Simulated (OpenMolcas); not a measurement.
# SiClF2: property calculation (part 4 of 4)

SiClF2, multiplicity 2, SMILES F[Si](F)Cl; B3LYP5/ANO-L-MB, UKS (OpenMolcas 26.06). The geometry comes from this level: PBE0-D4/def2-TZVP.

Geometry of the input (Å):
```
F  1.3082  0.1290  0.7980
Si 0.2212  -0.3165  -0.2657
F  -0.8718  -1.1574  0.5149
Cl -0.6576  1.3449  -1.0473
```

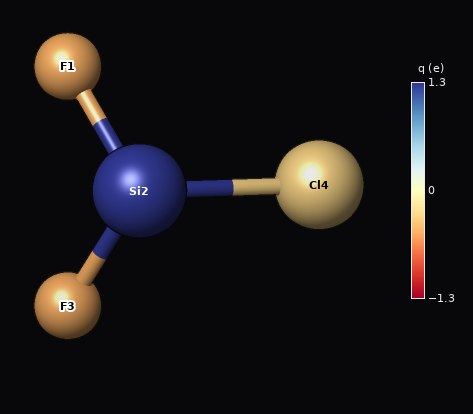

**Figure 1.** Mulliken charges, as the colour of each atom (ball-and-stick view, seen on its broad side; atoms are numbered from 1 in the order of the input). By element: F −0.49, Si +1.28 and Cl −0.30 e.

### Results in brief

```json
{"quantity": "outcome", "value": "converged"}
{"quantity": "total energy", "value": "−949.148657 hartree"}
{"quantity": "basis functions", "value": "28"}
{"quantity": "⟨S²⟩", "value": "0.751"}
{"quantity": "dipole moment", "value": "1.41 debye"}
{"quantity": "hardware", "value": "1 thread of Arm Neoverse V1, 24 GiB of memory available, shared host"}
{"quantity": "wall time", "value": "4.5 s"}
{"quantity": "peak memory", "value": "0.25 GiB"}
```

Settings chosen away from the usual ones: iter set to 50 (from default).
